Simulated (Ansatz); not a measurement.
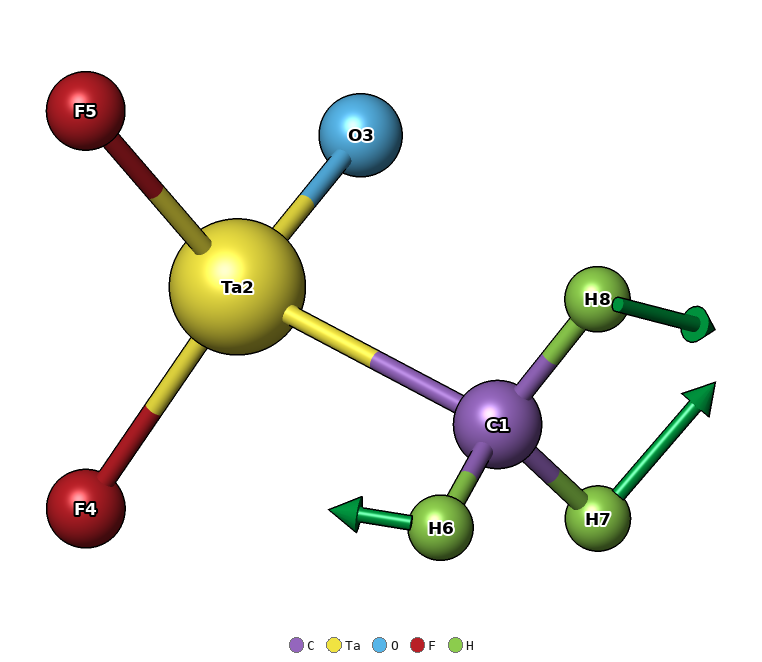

The arrows show one normal mode. Charge 0, singlet. Harmonic vibrations computed with RKS PBE0-D4/def2-TZVP, core potentials on Ta (Ansatz 0.2.0) at a stationary point of the same level.

> What kind of motion is it?

Mostly H–C–H bending.

> Estimate its harmonic wavenumber.

1417 cm⁻¹; it is mode 15 of 18 counted from the lowest.
